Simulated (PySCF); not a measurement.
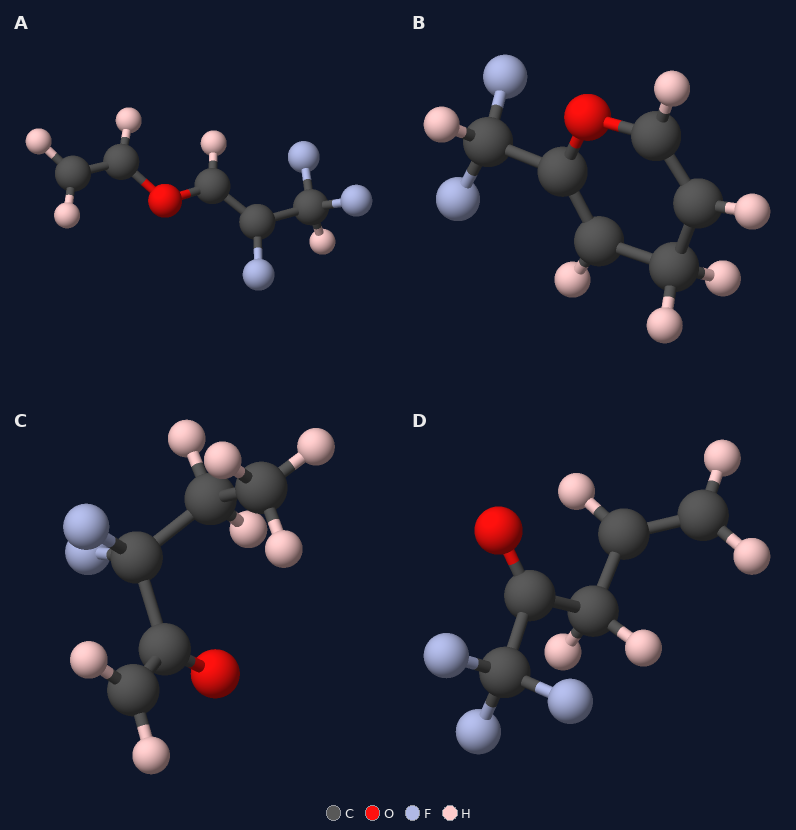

The picture comes from a calculation with PySCF.

```xyz
15
charge -1, multiplicity 1
C     2.0358    0.5772    0.9133
C     1.3987   -0.2410    0.0059
O     1.7235   -0.5783   -1.1656
C     0.0444   -0.8409    0.4441
F     0.1677   -2.2052    0.5716
F    -0.3866   -0.4169    1.6814
C    -1.0466   -0.5767   -0.5719
C    -1.4482    0.8856   -0.6358
H     3.0020    1.0184    0.6482
H     1.6220    0.7601    1.9058
H    -1.9067   -1.2235   -0.3259
H    -0.6064   -0.9037   -1.5257
H    -0.5709    1.5071   -0.8712
H    -2.2183    1.0594   -1.4050
H    -1.8437    1.2269    0.3336
```

Question: Which picture belongs to the input above?

Answer: C. The file holds C5H7F2O(-), `C=C([O-])C(F)(F)CC`.
